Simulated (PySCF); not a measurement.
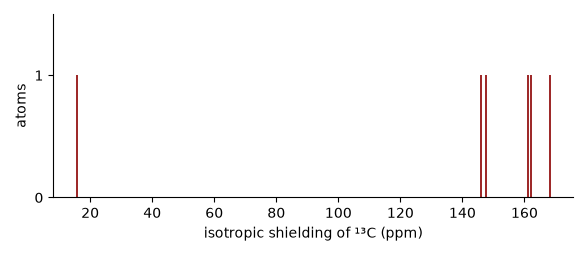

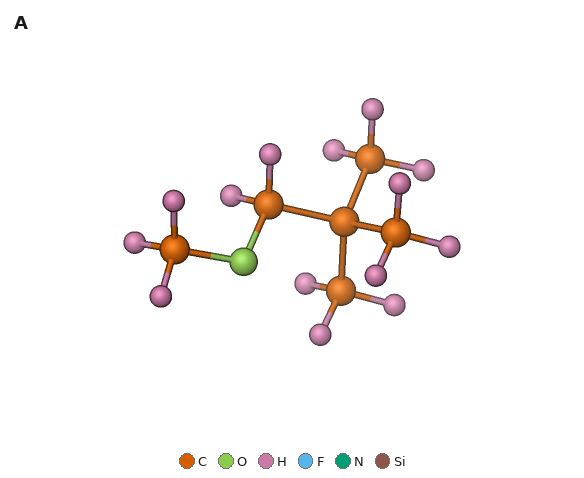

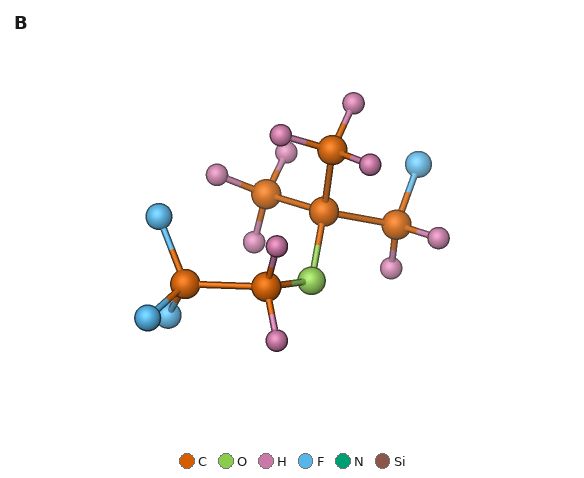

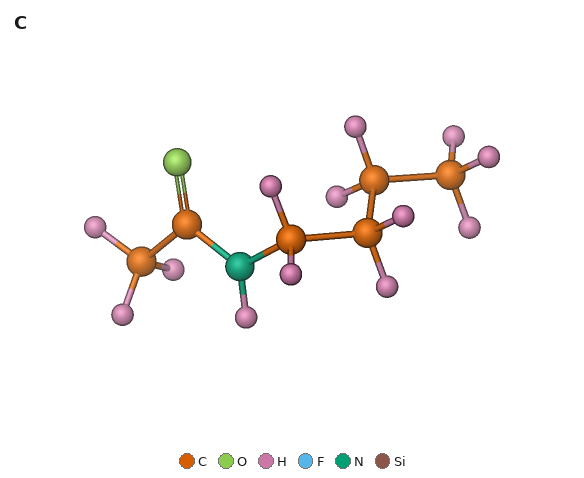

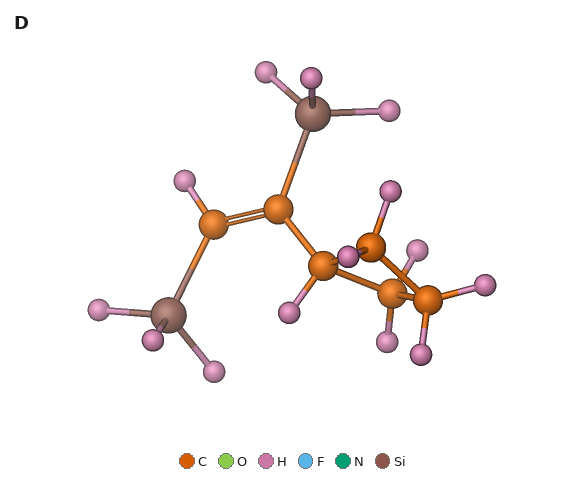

The sticks are computed shieldings of one of the molecules, for one fixed geometry (PBE0-D3(BJ)/def2-SVP) without averaging over rotations. Low shielding means a high chemical shift. Method: GIAO PBE0/pcSseg-1 NMR shielding, non-relativistic, gas phase (PySCF 2.14.0).

Match the spectrum to a structure.

C, `CCCCNC(C)=O`. Its 6 C atoms give lines at 15.7, 145.8, 147.6, 161.0, 162.2, 168.1 ppm.
